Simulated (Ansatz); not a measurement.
# SrPdN (built on the sites of a database entry of BaAsPd): from the cell to its phonons

Wanted: phonon frequencies of SrPdN (built on the sites of a database entry of BaAsPd) and what follows from them.

Main program and level: Ansatz 0.2.0; DFT PBE+D3(BJ), scalar-relativistic, plane waves, PAW.

The structure was built from a prototype and need not be the compound's stable phase.

### Step 1. Set-up

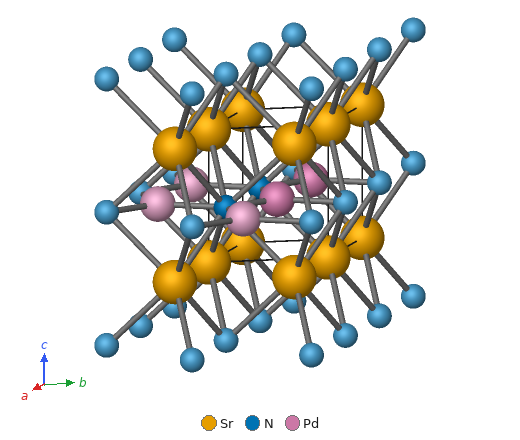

Start, viewed slightly off an axis; strontium orange, nitrogen blue, palladium pink. 2×1×1 cells are drawn. Some periodic images of atoms are drawn too.

### Step 2. Coarse relaxation

The start is far from rest, so a relaxation with loose tolerances brings it close first.

File input.yaml:

```yaml
crystal:
  lattice:
    - [4.01872, 0.0, 0.0]
    - [-2.00936, 3.48031, 0.0]
    - [0.0, 0.0, 4.40913]
  atoms:
    - { symbol: Sr, position: [0.0, 0.0, 0.0] }
    - { symbol: "N", position: [0.66666667, 0.33333333, 0.5] }
    - { symbol: Pd, position: [0.33333333, 0.66666667, 0.5] }
kpoints:
  mp_grid: { grid: [6, 6, 4] }
hamiltonian:
  xc: pbe
  dispersion: d3bj
scf:
  occupations: { method: gaussian, width: 0.1 }
output:
  forces: true
  stress: true
  eigenvalues: true
relax:
  adjacent_minimum: "off"
  f_tol: 0.05
  max_steps: 80
  cell: { stress_tol: 0.5 }
```

Command:

```console
$ ansatz run input.yaml --threads 8 --pin off --max-ram 14336MiB --backend cpu --events-out ev --progress --plain --runs-dir out
```

Numbers of over 12 decimals in the logs are rounded to 6 here.

Log:

```text
The last accepted step is kept in <dir> (removed where the run ends without a failure and the disk answers)
Engine: ansatz 0.2.0, aarch64-unknown-linux-gnu
Pseudopotentials: kind: paw
Pseudopotential: Sr, paw, valence charge 10, recommended cutoff 420 eV (normal), Sr.paw.azcp
Pseudopotential: N, paw, valence charge 5, recommended cutoff 420 eV (normal), N.paw.azcp
[...]
F+E_penalty+E_count = -10902.30726025 eV   max|allowed force component| = 3.146e-16 eV/Å   (the final SCF, on the basis selected at the relaxed cell)
  cell:  # Å, volume = 50.1204 Å³
    - [3.772831, 0.0, 0.0]
    - [-1.886416, 3.267368, 0.0]
    - [0.0, 0.0, 4.065829]
  atoms:
    - { symbol: Sr, position: [0, 0, 0.0] }
    - { symbol: N, position: [0.666667, 0.333333, 0.500000] }
    - { symbol: Pd, position: [0.333333, 0.666667, 0.500000] }
[key lines of the parts left out:]
SCF converged after 6 iterations
Free energy (F): -10902.307260 eV
Fermi energy:    13.031200 eV
P = ⅓ Tr σ = -0.3460 GPa (-3.460 kbar)
```

Run time: 2.2 s. Hardware: 8 threads of Arm Neoverse V2, shared host; peak memory 0.42 GiB; 14 s of CPU time.

This run has no spin polarisation although its electron count is odd.

The steps of the relaxation:

```
step  energy less that of the first step (eV)  largest force component (eV/Å)  pressure (GPa)  volume (Å³)
   1                                   0.0000                          0.0000          -12.50        61.67
   2                                  -0.4732                          0.0000           -6.23        54.03
   3                                  -0.5390                          0.0000            4.29        48.07
   4                                  -0.5611                          0.0000           -0.20        50.12
  5*                                  -0.5543                          0.0000           -0.35        50.12
```

Relaxation steps marked * repeat the geometry before them on a plane-wave basis chosen anew for their cell, so energy and pressure can jump there.

The run keeps the 12 symmetry operations that it works with, so distortions that break them were not tested.

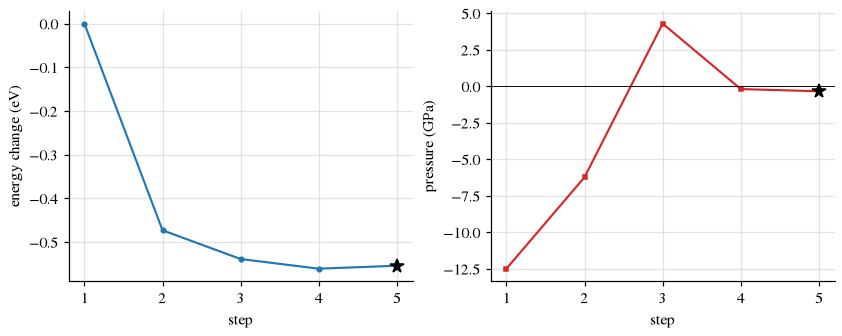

Energy and pressure along the relaxation. Stars mark steps on a basis chosen anew.

```
conventional cell, symmetrised  before  after   change
                         a (Å)   4.019  3.773   -6.1 %
                         b (Å)   4.019  3.773   -6.1 %
                         c (Å)   4.409  4.066   -7.8 %
              volume (Å³/atom)   20.56  16.71  -18.7 %
```

Final coordinates:

```cif
data_structure
_symmetry_space_group_name_H-M 'P 1'
_symmetry_Int_Tables_number 1
_cell_length_a 3.7728
_cell_length_b 3.7728
_cell_length_c 4.0658
_cell_angle_alpha 90.000
_cell_angle_beta 90.000
_cell_angle_gamma 120.000
_cell_volume 50.12
loop_
_atom_site_label
_atom_site_type_symbol
_atom_site_fract_x
_atom_site_fract_y
_atom_site_fract_z
_atom_site_occupancy
Sr1 Sr 0.00000 0.00000 0.00000 1
N2 N 0.66667 0.33333 0.50000 1
Pd3 Pd 0.33333 0.66667 0.50000 1
```

This step gave:

```yaml
pressure: -0.3460 GPa
volume_per_atom: 16.71 Å³
gap_on_the_k_mesh: 0 eV
```

In this step the volume went from 20.56 to 16.71 Å³/atom.

### Step 3. Relaxation

The cell and atoms are relaxed, since residual forces and stress would shift the frequencies.

input.yaml, the sections that differ from step 2:

```yaml
crystal:
  lattice:
    - [3.7728314166, 0.0, 0.0]
    - [-1.8864157083, 3.267367851, 0.0]
    - [0.0, 0.0, 4.0658287257]
  atoms:
    - { symbol: Sr, position: [0.0, 0.0, 0.0] }
    - { symbol: "N", position: [0.6666666667, 0.3333333333, 0.5] }
    - { symbol: Pd, position: [0.3333333333, 0.6666666667, 0.5] }
kpoints:
  mp_grid: { grid: [15, 15, 10] }
relax:
  adjacent_minimum: "off"
  f_tol: 0.005
  max_steps: 80
  cell: { stress_tol: 0.05 }
# hamiltonian, scf, output: as in step 2
```

Log:

```text
[...]
Crystal: 3 atoms, lattice volume = 50.120 Å³
Basis set: ecut = 420 eV, 985 PW (Γ), exchange–correlation on 54×54×60 points (8 copies of the dense FFT grid, shifted against one another)
Bands: 21, of which v1, the nominal top of the filled ones, is band 17 counted from 1 (16 counted from 0)
Symmetry: 12 space group operations
[...]
k-point 161: bands = [... 13 lower, 10.7259, 10.7566, 11.1867, 12.4831, 14.6402, 17.7279, 18.3740, 19.0793]
--- Relaxed structure (3 steps of the walk, 3 accepted, 1 SCFs on fresh bases) ---
[...]
cell:  # Å, volume = 50.0198 Å³
    - [3.771672, 0, 0.0]
    - [-1.885836, 3.266364, 0.0]
    - [0.0, 0.0, 4.060159]
  atoms:
    - { symbol: Sr, position: [0, 0, 0.0] }
    - { symbol: N, position: [0.666667, 0.333333, 0.5] }
    - { symbol: Pd, position: [0.333333, 0.666667, 0.5] }
[key lines of the parts left out:]
SCF converged after 9 iterations
Free energy (F): -10902.334324 eV
Fermi energy:    13.007322 eV
P = ⅓ Tr σ = -0.0071 GPa (-0.071 kbar)
```

Elapsed: 8.6 s, on 8 threads; peak memory 0.59 GiB; 64 s of CPU time.

Relaxation path:

```
step  energy less that of the first step (eV)  largest force component (eV/Å)  pressure (GPa)  volume (Å³)
   1                                   0.0000                          0.0000           -0.19        50.12
   2                                  -0.0003                          0.0000            0.14        49.93
   3                                  -0.0002                          0.0000            0.00        50.02
  4*                                  -0.0001                          0.0000           -0.01        50.02
```

Relaxation steps marked * repeat the geometry before them on a plane-wave basis chosen anew for their cell, so energy and pressure can jump there.

The run keeps the 12 symmetry operations that it works with, so distortions that break them were not tested.

```
conventional cell, symmetrised  before  after  change
                         a (Å)   3.773  3.772  -0.0 %
                         b (Å)   3.773  3.772  -0.0 %
                         c (Å)   4.066  4.060  -0.1 %
              volume (Å³/atom)   16.71  16.67  -0.2 %
```

The relaxed structure:

```cif
data_structure
_symmetry_space_group_name_H-M 'P 1'
_symmetry_Int_Tables_number 1
_cell_length_a 3.7717
_cell_length_b 3.7717
_cell_length_c 4.0602
_cell_angle_alpha 90.000
_cell_angle_beta 90.000
_cell_angle_gamma 120.000
_cell_volume 50.02
loop_
_atom_site_label
_atom_site_type_symbol
_atom_site_fract_x
_atom_site_fract_y
_atom_site_fract_z
_atom_site_occupancy
Sr1 Sr 0.00000 0.00000 0.00000 1
N2 N 0.66667 0.33333 0.50000 1
Pd3 Pd 0.33333 0.66667 0.50000 1
```

This step gave:

```yaml
pressure: -0.007085 GPa
volume_per_atom: 16.67 Å³
```

In this step the volume went from 16.71 to 16.67 Å³/atom.

### Step 4. Tight relaxation

Phonons need a cell at rest on their own settings, so the relaxation is repeated with tight tolerances on forces and stress on the k mesh and occupations of the first response run.

File input.yaml:

```yaml
crystal:
  lattice:
    - [3.7716721934, 0.0, 0.0]
    - [-1.8858360967, 3.2663639343, 0.0]
    - [0.0, 0.0, 4.060158797]
  atoms:
    - { symbol: Sr, position: [0.0, 0.0, 0.0] }
    - { symbol: "N", position: [0.6666666667, 0.3333333333, 0.5] }
    - { symbol: Pd, position: [0.3333333333, 0.6666666667, 0.5] }
kpoints:
  mp_grid: { grid: [15, 15, 12] }
hamiltonian:
  xc: pbe
  dispersion: d3bj
scf:
  occupations: { method: methfessel_paxton, width: 0.2 }
output:
  forces: true
  stress: true
  eigenvalues: true
relax:
  adjacent_minimum: "off"
  f_tol: 0.001
  max_steps: 60
  cell: { stress_tol: 0.01 }
```

Log:

```text
[...]
Crystal: 3 atoms, lattice volume = 50.020 Å³
Basis set: ecut = 420 eV, 985 PW (Γ), exchange–correlation on 54×54×60 points (8 copies of the dense FFT grid, shifted against one another)
Bands: 21, of which v1, the nominal top of the filled ones, is band 17 counted from 1 (16 counted from 0)
Symmetry: 12 space group operations
[...]
k-point 188: bands = [... 13 lower, 10.7281, 10.7580, 11.1908, 12.4894, 14.6443, 17.7319, 18.3801, 19.0805]
--- Relaxed structure (3 steps of the walk, 3 accepted, 1 SCFs on fresh bases) ---
[...]
cell:  # Å, volume = 50.0098 Å³
    - [3.770715, 0, 0]
    - [-1.885357, 3.265535, 0]
    - [0, 0, 4.061415]
  atoms:
    - { symbol: Sr, position: [0, 0, 0] }
    - { symbol: N, position: [0.666667, 0.333333, 0.5] }
    - { symbol: Pd, position: [0.333333, 0.666667, 0.5] }
[key lines of the parts left out:]
SCF converged after 7 iterations
Free energy (F): -10902.331389 eV
Fermi energy:    13.000785 eV
P = ⅓ Tr σ = 0.0044 GPa (0.044 kbar)
```

It took 9.1 s on 8 threads; peak memory 0.6 GiB.

Little changed from the start: no atom moved by 0.005 Å and no cell edge by 0.1 %.

Numbers from this step:

```yaml
pressure: 0.004397 GPa
```

The forces vanish by symmetry and the pressure is 0.004 GPa, within the tolerances set. The cell now holds 16.67 Å³/atom.

### Step 5. Modes at Γ

The zone centre comes first: it holds the modes that light can see, as far as symmetry allows. No field response is asked, since the mesh shows no gap.

input.yaml, the sections that differ from step 4:

```yaml
crystal:
  lattice:
    - [3.7707149625, 0.0, 0.0]
    - [-1.8853574812, 3.2655349479, 0.0]
    - [0.0, 0.0, 4.0614150488]
  atoms:
    - { symbol: Sr, position: [0.0, 0.0, 0.0] }
    - { symbol: "N", position: [0.6666666667, 0.3333333333, 0.5] }
    - { symbol: Pd, position: [0.3333333333, 0.6666666667, 0.5] }
output:
  eigenvalues: true
phonons:
  method: dfpt
# kpoints, hamiltonian, scf: as in step 4
# relax: removed
```

Log:

```text
zone centre: on kpoints.mp_grid the ground state, and the responses unless they are solved on pairs of k-points, stand on 448 of the mesh's 2700 k-points, reduced under 4 symmetry operations, with k and −k counted as one. Each operation leaves every solved displacement unchanged or reverses it
[...]
Crystal: 3 atoms, lattice volume = 50.010 Å³
Basis set: ecut = 420 eV, 985 PW (Γ), exchange–correlation on 54×54×60 points (8 copies of the dense FFT grid, shifted against one another)
Bands: 21, of which v1, the nominal top of the filled ones, is band 17 counted from 1 (16 counted from 0)
Symmetry: 12 space group operations
k-points: 448 of 2700 (irreducible under 4 space group operations, time reversal used)
[...]
SCF iter   1: F=—  HF=-10902.337647 eV  |F-HF|=—  |Δ(HF+E_count)|=         —  Δρ=8.60e-3  dr2=5.19e-2  ethr=1.77e-3  ⟨swp⟩=6.1  Hψ=49394  notcnv=0
[...]
SCF iter  11: F=-10902.331389 eV  HF=-10902.331389 eV  |F-HF|=0.00e0  |Δ(HF+E_count)|=  7.28e-12  S|Δr|=    0.00e0  Δρ=6.27e-8  dr2=3.00e-12  ethr=1.00e-12  ⟨swp⟩=6.6  Hψ=42732  notcnv=0
the search or the solves at the SCF's close seem to have found levels that the self-consistency loop had missed (the run counts 5). By its estimate they hold under 1e-12 electrons; where the run keeps them, the occupations were computed again with them
SCF 1 converged in 11 iterations: F = -10902.331389 eV  dr2 = 3.00e-12
[...]
DFPT response loops at Γ: preconditioner auto → Kerker (q_TF=auto, 2.546 Å⁻¹) (partly filled bands, converged f_vac=0.000); β = 1.00, the filter's whole step (`scf.mixing.beta` (0.50) is not read by the response loops under this deck's `scf.mixing.preconditioner`; to damp them name `kerker` or `kerker_dos`, under which they read `scf.mixing.beta`, and type it under 1.00, their step now; both keys bind the ground state too); Broyden in place of MSR1
SCF converged after 11 iterations
[...]
Free energy (F): -10902.331389 eV
[...]
Internal energy: -10902.331174 eV  (E = F + TS)
E sigma→0 (E₀):  -10902.331336 eV
Entropy (-TS):   -0.000215 eV (-0.072 meV/atom)
Fermi energy:    13.000786 eV
[...]
--- Band table (eV; the first three rows and the last of 448) ---
  k-point 0: bands = [... 13 lower, 10.2891, 11.3962, 13.4128, 14.4407, 14.4407, 15.7551, 17.7057, 17.7057]
  k-point 1: bands = [... 13 lower, 10.2825, 11.2917, 13.5544, 14.4626, 14.4626, 15.7818, 17.6686, 17.6686]
  k-point 2: bands = [... 13 lower, 10.2616, 11.0605, 13.9140, 14.5253, 14.5253, 15.8373, 17.6013, 17.6013]
  k-point 447: bands = [... 13 lower, 10.7412, 11.0656, 12.1224, 12.3458, 14.3531, 17.0849, 18.4496, 19.1236]
--- Phonons (Γ-DFPT): 6 representative perturbations + reference, on 448 of 2700 k-points (Σ response iterations 20) ---
  k mesh reduced under 4 symmetry operations, with k and −k counted as one. Each operation leaves every solved displacement unchanged or reverses it
  ASR residual: 4.012e-5 → 0.000e0 eV/Å²; symmetrization residual: 5.655e-6 eV/Å²
  pairwise dispersion correction: d3bj (s6 = 1.0, s8 = 0.7875, a1 = 0.4289, a2_bohr = 4.4407), with the weights of each atom's references fixed at the reference crystal's, and the forces and stress that the weights' published response gives there kept as a pressure on the atom's counted neighbours (hamiltonian.dispersion)
  ASR residual per site (eV/Å²): 4.01e-5 2.70e-5 3.57e-5
  Γ frequencies (cm⁻¹): -69.59 0.00 0.00 0.00 121.53 121.53 183.23 315.77 315.77
  non-analytic LO–TO correction: not included (Born effective charges unavailable; polar crystals: no LO–TO splitting at Γ)
```

Wall time 41 s (8 threads); peak memory 1.5 GiB.

The column dr2 measures how far the density is from self-consistency, as an energy; F and HF (Harris–Foulkes) agree once it is small.

This step gave:

- sum-rule residual before enforcement: 4.01e-5 eV/Å²
- point group: -6m2
- highest optical mode at the zone centre (no LO-TO term): 315.8 cm⁻¹
- lowest optical zone-centre mode: -69.59 cm⁻¹

Patterns of degenerate modes are one choice out of their space. The modes at Γ (shares of kinetic energy by element, %) (negative means imaginary):

```
mode  frequency (cm⁻¹)  symmetry  Sr %  N %  Pd %
   1             -69.6      A2''     9   90     0
   2               0.0  acoustic    42    7    51
   3               0.0  acoustic    42    7    51
   4               0.0  acoustic    42    7    51
   5             121.5        E'    58    7    36
   6             121.5        E'    58    7    36
   7             183.2      A2''    49    3    48
   8             315.8        E'     0   87    13
   9             315.8        E'     0   87    13
```

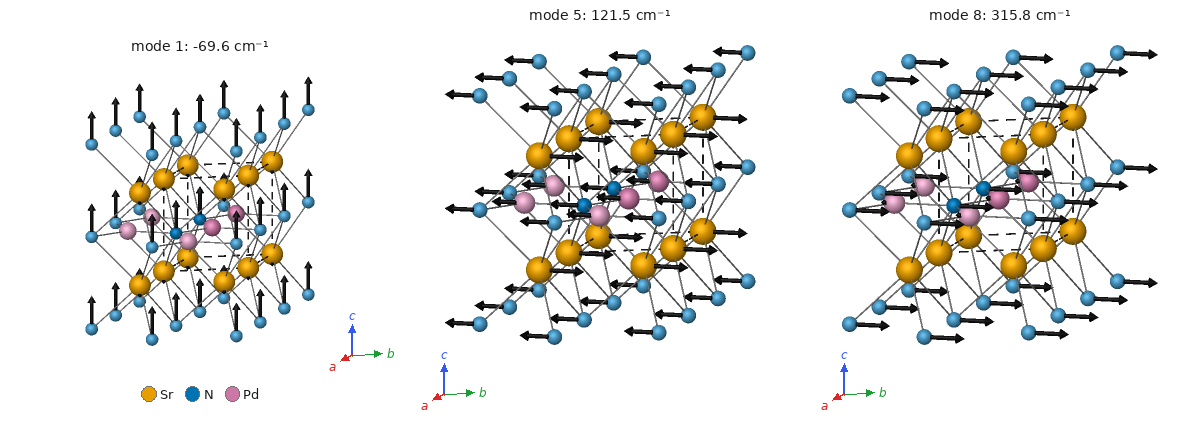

Displacement patterns of modes 1, 5 and 8 at Γ; arrows are exaggerated. 2×1×1 cells are drawn. Some periodic images of atoms are drawn too.

Before it was imposed, the acoustic sum rule was missed by 4.0e-5 eV/Å². Small misses are needed for a sound result but don't prove that mesh and cutoff are converged. The lowest optical mode is imaginary, 69.6i cm⁻¹, so the energy falls along it.

(Continued in part 2 of 2.)

[Logs are printed without paths, hosts, clocks, repeated set-up lines and the standing remarks that a program may print on its own settings, such as how far it seeks lower states.]

[Hosts, paths, dates, database ids (printed as entryN), source tags and the programs' standing remarks are cut or masked in the printed files.]
